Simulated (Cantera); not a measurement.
Feed: 1 mol PbCl₂, a varied amount of N₂, held at 1575 °C and 13.3 mbar.

Cantera equilibrium calculation (NASA polynomials, part measured and part estimated; ideal gas, pure solids and liquids). Candidate condensed phases: Pb, PbCl₂; 9 gas species. Equilibrium is a limit: real reactors are often held back by kinetics, nucleation or transport.

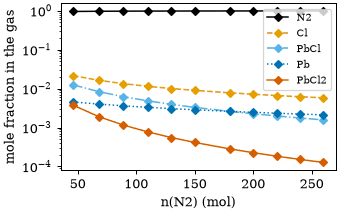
Figure: Equilibrium gas composition (values under 1e-9 drawn at 1e-9)

From 46 mol N₂ to 260 mol N₂ nothing is condensed. The main Pb-bearing gas is PbCl at 46 mol N₂ and Pb at 260 mol N₂.
